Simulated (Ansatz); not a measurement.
# AlGa3P4: the cell at several levels of theory, part 2 of 2

The system is AlGa3P4, ordered on the zincblende lattice (I-42m) with 8 atoms a cell, a generated structure that needn't be the ground state.

Ansatz 0.2.0, plane waves. Earlier steps stand in the parts before.

## Step 3: Relaxation with r2SCAN

Start: the result of step 2.

Input file input.yaml:

```yaml
crystal:
  lattice:
    - [-2.7535709762, 2.7535709762, 5.5071269406]
    - [2.7535709762, -2.7535709762, 5.5071269406]
    - [2.7535709762, 2.7535709762, -5.5071269406]
  atoms:
    - { symbol: Al, position: [0.0, 0.0, 0.0] }
    - { symbol: P, position: [0.3743426406, 0.3743426406, 0.4992036593] }
    - { symbol: Ga, position: [0.75, 0.25, 0.5] }
    - { symbol: P, position: [0.1248610188, 0.6256573594, 0.0] }
    - { symbol: Ga, position: [0.5, 0.5, 0.0] }
    - { symbol: P, position: [0.8751389812, 0.8751389812, 0.5007963407] }
    - { symbol: Ga, position: [0.25, 0.75, 0.5] }
    - { symbol: P, position: [0.6256573594, 0.1248610188, 0.0] }
kpoints:
  mp_grid: { grid: [6, 6, 6] }
hamiltonian:
  xc: r2scan
scf:
  occupations: { method: fermi_dirac, width: 0.02 }
relax:
  f_tol: 0.005
  cell: {}
output:
  write_density: true
  write_potential: true
  elf: true
  volumetric_format: npy
```

Run with:

```
$ ansatz run input.yaml --threads 2 --pin off --max-ram 18432MiB --backend cpu --events-out ev --progress --plain --runs-dir out
```

The program printed:

```text
Engine: ansatz 0.2.0, x86_64-unknown-linux-gnu
Pseudopotentials: kind: paw
Pseudopotential: Al, paw, valence charge 3, recommended cutoff 500 eV (meta_gga), Al.paw.azcp
Pseudopotential: P, paw, valence charge 5, recommended cutoff 500 eV (meta_gga), P.paw.azcp
Pseudopotential: Ga, paw, valence charge 13, recommended cutoff 500 eV (meta_gga), Ga.paw.azcp
Functional definition: r2SCAN
  parameter k0 = 0.174
  parameter k1 = 0.065
  parameter a1 = 4.9479
  exchange = r2scan_x(k0 = k0, k1 = k1, a1 = a1)
  correlation = r2scan_c
Crystal: 8 atoms, lattice volume = 167.024 Å³
Basis set: ecut = 500 eV, 4197 PW (Γ), exchange–correlation on 200×200×200 points (64 copies of the dense FFT grid, shifted against one another)
Bands: 39, of which v1, the nominal top of the filled ones, is band 31 counted from 1 (30 counted from 0)
Symmetry: 8 space group operations
Space group: I-42m (ITA 121), of the structure as read, at distance tolerance 5.5e-5 Å
k-points: 30 of 216 (time reversal used)
Non-local potential: Al, projectors of the file, l = 0: 2, l = 1: 2, l = 2: 1
Non-local potential: P, projectors of the file, l = 0: 2, l = 1: 2, l = 2: 2
Non-local potential: Ga, projectors of the file, l = 0: 2, l = 1: 2, l = 2: 3, l = 3: 1
PAW form: soft (Blöchl's): semilocal exchange-correlation on the pseudo side does not see the compensation charge
PAW frozen core: Al, regenerated for the run's functional (the file was generated under x = pbe(κ = 0.804, μ = 0.2195149727645171), c = pbe(β = 0.06672455060314922))
PAW frozen core: P, regenerated for the run's functional (the file was generated under x = pbe(κ = 0.804, μ = 0.2195149727645171), c = pbe(β = 0.06672455060314922))
PAW frozen core: Ga, regenerated for the run's functional (the file was generated under x = pbe(κ = 0.804, μ = 0.2195149727645171), c = pbe(β = 0.06672455060314922))
PAW one-centre angular grid: Al, 302 points (default); XC on 160 Gauss nodes
PAW one-centre angular grid: P, 302 points (default); XC on 160 Gauss nodes
PAW one-centre angular grid: Ga, 590 points (default); XC on 160 Gauss nodes
Initial density: superposition of atomic densities (neutral atoms: chi_scale 0, normalization atom), corrected by the library's trained network
Initial wavefunctions: pseudopotential atomic-orbital guess
Functional: x = r2scan, c = r2scan; τ floored in thin density (d = 2e-4 eV/Å³)
SCF iter   1: F=—  HF=-14952.420121 eV  |F-HF|=—  |Δ(HF+E_count)|=         —  Δρ=7.50e-3  dr2=6.04e-2  dr2_τ=3.14e-2  ethr=1.77e-3  ⟨swp⟩=8.6  Hψ=5586  notcnv=0
preconditioner: auto → Resta (q_TF=auto, 2.313 Å⁻¹)  ε∞=3.7  [insulator: Δε(μ)=1.888 eV  Ē_g=13.896 eV  σ=0.020 eV  W_gap=1.00  n_scr=36 (ndim 8)  ℏωp=22.6 eV  f_vac=0.004  D(μ)=0.00/eV (n_scr^D=0)  ε∞_Penn≈3.7]
SCF iter   2: F=—  HF=-14952.469611 eV  |F-HF|=—  |Δ(HF+E_count)|=   4.95e-2  Δρ=2.08e-3  dr2=6.10e-3  dr2_τ=2.83e-4  ethr=9.74e-5  ⟨swp⟩=3.0  Hψ=2646  notcnv=0  defer=87
SCF iter   3: F=—  HF=-14952.467722 eV  |F-HF|=—  |Δ(HF+E_count)|=   1.89e-3  Δρ=1.80e-3  dr2=3.14e-3  dr2_τ=3.83e-5  ethr=9.85e-6  ⟨swp⟩=2.0  Hψ=2162  notcnv=0  defer=87
SCF iter   4: F=—  HF=-14952.467855 eV  |F-HF|=—  |Δ(HF+E_count)|=   1.32e-4  Δρ=2.38e-4  dr2=9.50e-5  dr2_τ=3.63e-6  ethr=5.07e-6  ⟨swp⟩=2.1  Hψ=1548  notcnv=0  defer=87
SCF iter   5: F=—  HF=-14952.467880 eV  |F-HF|=—  |Δ(HF+E_count)|=   2.53e-5  Δρ=6.19e-5  dr2=6.30e-6  dr2_τ=4.30e-7  ethr=1.53e-7  ⟨swp⟩=2.0  Hψ=1546  notcnv=0  defer=87
SCF iter   6: F=—  HF=-14952.467883 eV  |F-HF|=—  |Δ(HF+E_count)|=   3.51e-6  Δρ=9.38e-6  dr2=2.58e-7  dr2_τ=3.61e-9  ethr=1.02e-8  ⟨swp⟩=2.0  Hψ=1591  notcnv=0  defer=87
SCF iter   7: F=-14952.467884 eV  HF=-14952.467884 eV  |F-HF|=4.52e-8  |Δ(HF+E_count)|=   1.46e-7  Δρ=3.71e-6  dr2=2.33e-8  dr2_τ=2.73e-10  ethr=1.61e-10  ⟨swp⟩=10.0  Hψ=8205  notcnv=0
SCF 1 converged in 7 iterations: F = -14952.467884 eV  dr2 = 2.33e-8
relax step   1: F+E_penalty+E_count = -14952.46788351 eV  Δ(F+E_penalty+E_count) = +0.000e0 eV  max|allowed force component| = 3.785e-2 eV/Å  Δτ_max = 0.0000 Å  P = -2.186 GPa  Ω = 167.024 Å³  (7 SCF iters, dr2 threshold 1.00e-7 eV, accepted)
Crystal: 8 atoms, lattice volume = 163.520 Å³
Basis set: ecut = 500 eV, 4167 PW (Γ), exchange–correlation on 200×200×200 points (64 copies of the dense FFT grid, shifted against one another)
Initial density: handed on by an earlier stage of this run
Initial wavefunctions: those handed on with the density
iter 1 solved again at ethr=3.50e-6 eV; its pass at ethr=3.10e-3 eV (dr2=2.17e-3 eV) is discarded
SCF iter   1: F=—  HF=-14952.486453 eV  |F-HF|=—  |Δ(HF+E_count)|=         —  Δρ=9.98e-4  dr2=2.13e-3  dr2_τ=2.55e-3  ethr=3.50e-6  ⟨swp⟩=2.7  Hψ=6452  notcnv=0
preconditioner: auto → Resta (q_TF=auto, 2.321 Å⁻¹)  ε∞=3.7  [insulator: Δε(μ)=1.922 eV  Ē_g=13.855 eV  σ=0.020 eV  W_gap=1.00  n_scr=36 (ndim 8)  ℏωp=22.9 eV  f_vac=0.000  D(μ)=0.00/eV (n_scr^D=0)  ε∞_Penn≈3.7]
SCF iter   2: F=—  HF=-14952.498527 eV  |F-HF|=—  |Δ(HF+E_count)|=   1.21e-2  Δρ=7.02e-4  dr2=1.27e-3  dr2_τ=7.78e-6  ethr=3.43e-6  ⟨swp⟩=3.5  Hψ=2404  notcnv=0
SCF iter   3: F=—  HF=-14952.498449 eV  |F-HF|=—  |Δ(HF+E_count)|=   7.88e-5  Δρ=2.57e-4  dr2=1.86e-4  dr2_τ=1.12e-5  ethr=2.05e-6  ⟨swp⟩=2.0  Hψ=1712  notcnv=0
SCF iter   4: F=—  HF=-14952.498410 eV  |F-HF|=—  |Δ(HF+E_count)|=   3.90e-5  Δρ=1.71e-4  dr2=4.90e-5  dr2_τ=8.69e-7  ethr=3.00e-7  ⟨swp⟩=2.0  Hψ=2030  notcnv=0
SCF iter   5: F=—  HF=-14952.498403 eV  |F-HF|=—  |Δ(HF+E_count)|=   6.24e-6  Δρ=7.22e-5  dr2=1.45e-5  dr2_τ=1.36e-7  ethr=7.91e-8  ⟨swp⟩=2.0  Hψ=1933  notcnv=0
SCF iter   6: F=—  HF=-14952.498401 eV  |F-HF|=—  |Δ(HF+E_count)|=   2.80e-6  Δρ=2.34e-5  dr2=8.28e-7  dr2_τ=7.23e-9  ethr=1.29e-9  ⟨swp⟩=9.4  Hψ=9600  notcnv=0
SCF iter   7: F=-14952.498401 eV  HF=-14952.498401 eV  |F-HF|=1.60e-9  |Δ(HF+E_count)|=   1.47e-7  Δρ=1.85e-6  dr2=4.80e-9  dr2_τ=2.74e-10  ethr=1.29e-9  ⟨swp⟩=10.0  Hψ=7880  notcnv=0
SCF 2 converged in 7 iterations: F = -14952.498401 eV  dr2 = 4.80e-9
relax step   2: F+E_penalty+E_count = -14952.49840066 eV  Δ(F+E_penalty+E_count) = -3.052e-2 eV  max|allowed force component| = 1.187e-2 eV/Å  Δτ_max = 0.0043 Å  P = -0.438 GPa  Ω = 163.520 Å³  energy of the carried Pulay correction = +7.603e-4 eV  (7 SCF iters, dr2 threshold 8.00e-7 eV, accepted)
Crystal: 8 atoms, lattice volume = 162.664 Å³
Basis set: ecut = 500 eV, 4143 PW (Γ), exchange–correlation on 200×200×200 points (64 copies of the dense FFT grid, shifted against one another)
iter 1 solved again at ethr=2.23e-7 eV; its pass at ethr=3.10e-3 eV (dr2=1.38e-4 eV) is discarded
SCF iter   1: F=—  HF=-14952.499016 eV  |F-HF|=—  |Δ(HF+E_count)|=         —  Δρ=2.61e-4  dr2=1.42e-4  dr2_τ=1.66e-4  ethr=2.23e-7  ⟨swp⟩=3.0  Hψ=6087  notcnv=0
preconditioner: auto → Resta (q_TF=auto, 2.323 Å⁻¹)  ε∞=3.7  [insulator: Δε(μ)=1.917 eV  Ē_g=13.872 eV  σ=0.020 eV  W_gap=1.00  n_scr=36 (ndim 8)  ℏωp=22.9 eV  f_vac=0.000  D(μ)=0.00/eV (n_scr^D=0)  ε∞_Penn≈3.7]
SCF iter   2: F=—  HF=-14952.499769 eV  |F-HF|=—  |Δ(HF+E_count)|=   7.53e-4  Δρ=1.79e-4  dr2=8.09e-5  dr2_τ=5.17e-7  ethr=2.23e-7  ⟨swp⟩=2.8  Hψ=2039  notcnv=0
SCF iter   3: F=—  HF=-14952.499764 eV  |F-HF|=—  |Δ(HF+E_count)|=   5.76e-6  Δρ=6.37e-5  dr2=1.12e-5  dr2_τ=6.69e-7  ethr=1.30e-7  ⟨swp⟩=2.0  Hψ=1644  notcnv=0
SCF iter   4: F=—  HF=-14952.499761 eV  |F-HF|=—  |Δ(HF+E_count)|=   2.48e-6  Δρ=4.15e-5  dr2=2.82e-6  dr2_τ=4.73e-8  ethr=1.80e-8  ⟨swp⟩=2.0  Hψ=2041  notcnv=0
SCF iter   5: F=—  HF=-14952.499761 eV  |F-HF|=—  |Δ(HF+E_count)|=   3.38e-7  Δρ=1.75e-5  dr2=8.58e-7  dr2_τ=7.48e-9  ethr=4.54e-9  ⟨swp⟩=2.0  Hψ=1849  notcnv=0
SCF iter   6: F=-14952.499761 eV  HF=-14952.499761 eV  |F-HF|=1.49e-9  |Δ(HF+E_count)|=   1.67e-7  Δρ=5.85e-6  dr2=5.09e-8  dr2_τ=4.36e-10  ethr=7.75e-10  ⟨swp⟩=10.0  Hψ=8706  notcnv=0
SCF 3 converged in 6 iterations: F = -14952.499761 eV  dr2 = 5.09e-8
  Residual-converged pass: ⟨swp⟩=1.0  Hψ=1290  notcnv=0  max |occ|·‖R‖ = 7.0e-9 eV (tolerance 1.0e-8 eV)  dr2=5.09e-8  dr2_τ=4.36e-10  dr2_onsite=2.89e-9  max |Δocc| = 0.0e0
relax step   3: F+E_penalty+E_count = -14952.49976065 eV  Δ(F+E_penalty+E_count) = -1.360e-3 eV  max|allowed force component| = 4.756e-4 eV/Å  Δτ_max = 0.0015 Å  P = +0.021 GPa  Ω = 162.664 Å³  energy of the carried Pulay correction = +9.487e-4 eV  (6 SCF iters, dr2 threshold 4.80e-7 eV, accepted)
Initial wavefunctions: pseudopotential atomic-orbital guess (no wavefunctions were taken with the density)
iter 1 solved again at ethr=8.64e-7 eV; its pass at ethr=3.10e-3 eV (dr2=5.36e-4 eV) is discarded
SCF iter   1: F=—  HF=-14952.498852 eV  |F-HF|=—  |Δ(HF+E_count)|=         —  Δρ=3.34e-5  dr2=6.32e-7  dr2_τ=3.30e-7  ethr=8.64e-7  ⟨swp⟩=3.4  Hψ=8586  notcnv=0
eigensolver tolerance schedule: the retry pair's looser diagonalisation over-reported the residual by 845.96 of it (diagonalisation noise at 0.31 of the residual, at the tolerance the schedule requests for it); recorded, not acted on — ethr = c·dr2/N_el stays at c = 1.0e-1
preconditioner: auto → Resta (q_TF=auto, 2.323 Å⁻¹)  ε∞=3.7  [insulator: Δε(μ)=1.917 eV  Ē_g=13.871 eV  σ=0.020 eV  W_gap=1.00  n_scr=36 (ndim 8)  ℏωp=22.9 eV  f_vac=0.001  D(μ)=0.00/eV (n_scr^D=0)  ε∞_Penn≈3.7]
SCF iter   2: F=—  HF=-14952.498845 eV  |F-HF|=—  |Δ(HF+E_count)|=   6.82e-6  Δρ=2.18e-5  dr2=3.20e-7  dr2_τ=1.38e-8  ethr=1.02e-9  ⟨swp⟩=3.0  Hψ=2380  notcnv=0
SCF iter   3: F=—  HF=-14952.498845 eV  |F-HF|=—  |Δ(HF+E_count)|=   1.23e-7  Δρ=2.92e-6  dr2=1.40e-8  dr2_τ=8.73e-10  ethr=5.16e-10  ⟨swp⟩=2.1  Hψ=2042  notcnv=0
SCF iter   4: F=—  HF=-14952.498845 eV  |F-HF|=—  |Δ(HF+E_count)|=   2.08e-8  Δρ=1.45e-6  dr2=2.31e-9  dr2_τ=3.36e-11  ethr=2.26e-11  ⟨swp⟩=2.0  Hψ=2100  notcnv=0
SCF iter   5: F=—  HF=-14952.498845 eV  |F-HF|=—  |Δ(HF+E_count)|=  3.31e-10  Δρ=7.66e-7  dr2=4.02e-10  dr2_τ=1.42e-11  ethr=3.72e-12  ⟨swp⟩=2.0  Hψ=2100  notcnv=0
SCF iter   6: F=-14952.498845 eV  HF=-14952.498845 eV  |F-HF|=1.27e-11  |Δ(HF+E_count)|=  5.82e-11  Δρ=2.60e-7  dr2=4.27e-11  dr2_τ=6.49e-13  ethr=1.00e-12  ⟨swp⟩=8.3  Hψ=6367  notcnv=0
SCF 4 converged in 6 iterations: F = -14952.498845 eV  dr2 = 4.27e-11
relax step   4: F+E_penalty+E_count = -14952.49884506 eV  Δ(F+E_penalty+E_count) = +9.156e-4 eV  max|allowed force component| = 4.524e-4 eV/Å  Δτ_max = 0.0000 Å  P = +0.018 GPa  Ω = 162.664 Å³  stress off target by 1.89e-2 GPa  SCF on the basis re-selected at this cell (its energy is not comparable with the rows above)  (6 SCF iters)
basis re-selected at this cell: Δ(F+E_penalty+E_count) = +9.156e-4 eV, ΔP = -0.003 GPa vs the last step (what re-selecting the basis moved, of the pressure what is left beyond the Pulay correction that the steps carried, after the strain that the cell walked since its last selection, with what the two solves' SCF thresholds leave and, on support functions, any second-order correction that the steps lacked; it is no measure of the basis error at this ecutwfc). This SCF's stress stands 1.89e-2 GPa from its target on what of the cell is left free (relax.cell.stress_tol is 5.00e-2 GPa) and its largest allowed force component is 4.52e-4 eV/Å (relax.f_tol is 5.00e-3 eV/Å): within both
SCF converged after 6 iterations
Free energy (F): -14952.498845 eV
Harris-Foulkes:  -14952.498845 eV  (|F-HF|=1.27e-11)
Internal energy: -14952.498845 eV  (E = F + TS)
E sigma→0 (E₀):  -14952.498845 eV
Fermi energy:    7.302740 eV
--- Per-component energies (eV) ---
  E_band       = -214.378069
  E_kinetic    = 650.260148
  E_local      = -7141.796782  (includes V_loc(G=0)·N_el)
  E_nonlocal   = 1424.996637
  E_hartree    = 3306.016290
  E_xc         = -458.473441
  E_vxc        = -470.937845  (∫ρ·V_xc dr)
  E_paw        = -8788.921483  (= ΣΔE_a)
  E_vpaw       = -1311.032913  (= ΣTr[D̂ρ^β])
  E_aug_tail   = -0.000114  (compensation charges beyond the density's cutoff)
  E_vtau       = 22.100647  (kinetic-family band-sum trace: ∫τ·v_τ [+ j·A + Jᵃ·Aᵃ] dr)
  E_ewald      = -3942.197413
  E_core_change = -2.382686  (= ΣΔE_core)
  E_smearing   = -0.000000  (= −TS)
  E_closure    = 0.000000  (closes the sum)
  Σ components = -14952.498845   (vs F -14952.498845, Δ=0.00e0)
--- Forces (eV/Å), atoms counted from 1 ---
  atom   1  Al     0.00000000     0.00000000    -0.00000000
  atom   2  P     -0.00014735    -0.00014735     0.00045242
  atom   3  Ga     0.00000000    -0.00000000     0.00000000
  atom   4  P      0.00014735    -0.00014735    -0.00045242
  atom   5  Ga    -0.00000000     0.00000000     0.00000000
  atom   6  P      0.00014735     0.00014735     0.00045242
  atom   7  Ga     0.00000000     0.00000000     0.00000000
  atom   8  P     -0.00014735     0.00014735    -0.00045242
  max |Σ_I F_I| component: 6.94e-18 eV/Å
--- Stress (GPa, compression-positive) ---
        0.018910       0.000000       0.000000
       -0.000000       0.018910       0.000000
        0.000000      -0.000000       0.016216
  P = ⅓ Tr σ = 0.0180 GPa (0.180 kbar)
--- Band table (eV; the first three rows and the last of 30) ---
  k-point 0: bands = ["-8.6049", "-8.5919", "-8.5919", "-8.4986", "-8.4986", "-8.4904", "-8.4581", "-8.4581", "-8.4500", "-8.4322", "-8.4266", "-8.4104", "-8.3985", "-8.3984", "-8.3909", "-6.3985", "-3.4726", "-3.3912", "-3.3912", "-0.4213", "-0.2348", "0.5688", "2.7129", "2.8178", "2.9910", "2.9910", "3.7165", "3.7165", "6.3395", "6.3486", "6.3486", "8.2801", "8.5069", "9.1725", "10.7174", "10.7185", "10.7185", "11.3032", "11.3032"]
  k-point 1: bands = ["-8.5996", "-8.5920", "-8.5839", "-8.5124", "-8.4962", "-8.4893", "-8.4638", "-8.4637", "-8.4588", "-8.4270", "-8.4209", "-8.4092", "-8.4000", "-8.3986", "-8.3941", "-6.1583", "-3.7271", "-3.6641", "-3.4553", "-0.2925", "-0.0794", "0.5768", "2.6556", "2.7485", "2.8639", "3.9125", "3.9163", "3.9379", "4.8183", "5.7145", "6.2485", "8.6142", "9.7790", "10.0883", "10.5868", "10.8106", "10.9447", "10.9782", "11.3195"]
  k-point 2: bands = ["-8.5996", "-8.5818", "-8.5698", "-8.5403", "-8.4909", "-8.4867", "-8.4808", "-8.4734", "-8.4719", "-8.4155", "-8.4097", "-8.4074", "-8.4018", "-8.3996", "-8.3991", "-5.4840", "-4.2206", "-4.0936", "-3.6850", "-0.2063", "-0.1155", "0.4265", "2.3214", "2.7159", "3.9901", "4.0956", "4.3303", "4.4583", "4.9021", "4.9232", "5.8718", "9.1920", "9.5948", "9.8308", "10.5315", "10.9672", "11.1139", "11.5269", "11.6165"]
  k-point 29: bands = ["-8.6027", "-8.6027", "-8.5902", "-8.5182", "-8.4845", "-8.4845", "-8.4568", "-8.4568", "-8.4483", "-8.4379", "-8.4243", "-8.4229", "-8.3950", "-8.3947", "-8.3853", "-5.4481", "-5.2533", "-3.4724", "-3.4724", "-0.4786", "0.0365", "2.6346", "3.0970", "3.7027", "3.7143", "3.7143", "3.7300", "4.6401", "4.6401", "4.7858", "4.7858", "8.2699", "8.2699", "8.3612", "8.6153", "8.8923", "9.2846", "10.5734", "10.6870"]
--- Relaxed structure (3 steps of the walk, 3 accepted, 1 SCFs on fresh bases) ---
  F+E_penalty+E_count = -14952.49884506 eV   max|allowed force component| = 4.524e-4 eV/Å   (the final SCF, on the basis selected at the relaxed cell)
  cell:  # Å, volume = 162.6636 Å³
    - [-2.7293762163924478, 2.7293762163924478, 5.458881036551545]
    - [2.7293762163924478, -2.7293762163924478, 5.458881036551545]
    - [2.7293762163924478, 2.7293762163924478, -5.458881036551545]
  atoms:
    - { symbol: Al, position: [1.9071988885884187e-20, 4.3065872239616924e-21, 1.476540166192351e-20] }
    - { symbol: P, position: [0.3752399087443508, 0.3752399087443508, 0.5004947958465622] }
    - { symbol: Ga, position: [0.75, 0.24999999999999997, 0.49999999999999994] }
    - { symbol: P, position: [0.1252548871022115, 0.6247600912556492, 0.0] }
    - { symbol: Ga, position: [0.5, 0.5, 1.476540166192279e-20] }
    - { symbol: P, position: [0.8747451128977886, 0.8747451128977886, 0.4995052041534378] }
    - { symbol: Ga, position: [0.24999999999999997, 0.75, 0.49999999999999994] }
    - { symbol: P, position: [0.6247600912556492, 0.1252548871022115, 0.0] }
```

It took 55 s on 2 threads of AMD EPYC 7R13 (Zen 3), shared host; peak memory 1.2 GiB.

Step by step:

```
step  energy change (meV/atom)  largest force (eV/Å)  pressure (GPa)  volume (Å³/atom)
   1                       0.0                0.0379           -2.19            20.878
   2                      -3.8                0.0119           -0.44            20.440
   3                      -4.0                0.0005            0.02            20.333
   4                      -3.9                0.0005            0.02            20.333
```

Step 4 solves the same cell on a plane-wave basis chosen anew, so the energy can jump there without a move.

The table lists every geometry solved, with passes on a fresh basis, whose energies don't compare exactly with the rows above.

```
                       before   after   change
                a (Å)   5.507   5.459  -0.88 %
                c (Å)  11.014  10.918  -0.88 %
     volume (Å³/atom)  20.878  20.333  -2.61 %
shortest distance (Å)   2.380   2.362  -0.77 %
          space group   I-42m   I-42m     same
```

The maps below are laid out on this run's own conventional cell (a, b, c = 5.459, 5.459, 10.918 Å).

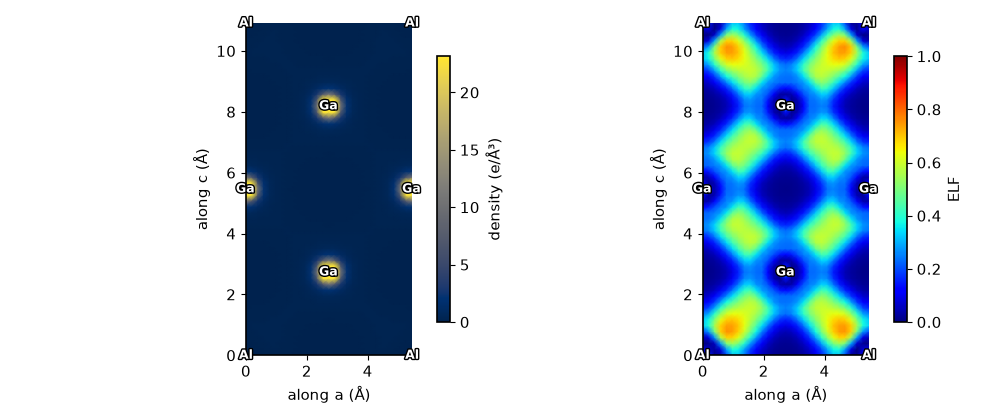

Density (left) and ELF (right) in a lattice plane of the grid's cell (edges 5.46 and 10.92 Å, at 0.000 of the third edge), which holds Al and Ga. Only atoms in the plane are labelled; the density scale stops at 23.15 e/Å³. Both are smooth fields of the valence electrons: close to the nuclei they are not physical.

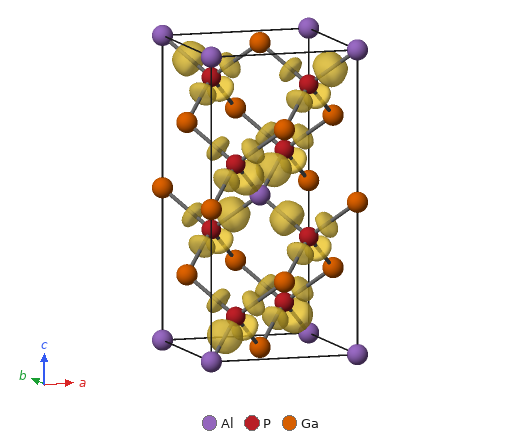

Surface of ELF = 0.85, drawn in one cell.

The highest ELF values outside the cores: 0.95 on the P–Al line, 1.1 Å from P; 0.91 on the P–Ga line, 0.8 Å from P.

## Step 4: The cells side by side

The summary covers parts 1 to 2.

| level | a (Å) | c (Å) | volume (Å³/atom) | space group | SCF geometries |
| --- | --- | --- | --- | --- | --- |
| PBE | 5.507 | 11.014 | 20.878 | I-42m | 8 |
| r2SCAN | 5.459 | 10.918 | 20.333 | I-42m | 4 |

What this shows: From the start to the first minimum the volume moved by +19.2 %. r2SCAN gives the smallest cell and PBE the largest; they differ by 2.7 % in volume, a mean of 0.9 % in length.
